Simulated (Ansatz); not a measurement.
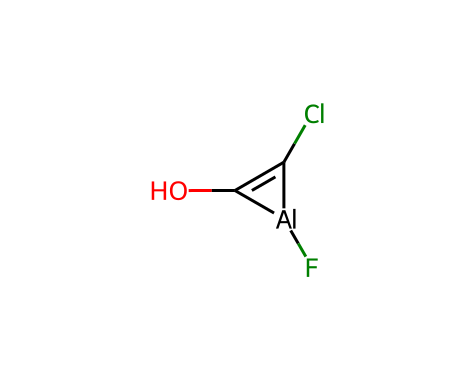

(Drawn from a calculation with Ansatz.)

A structural formula.

### Give its SMILES.

O[C]1=[C](Cl)[Al]1[F]

### What is the molecular formula?

C2HAlClFO.

### An optimisation with PBE-D4/def2-SVP gave a structure of which point group?

Cs.
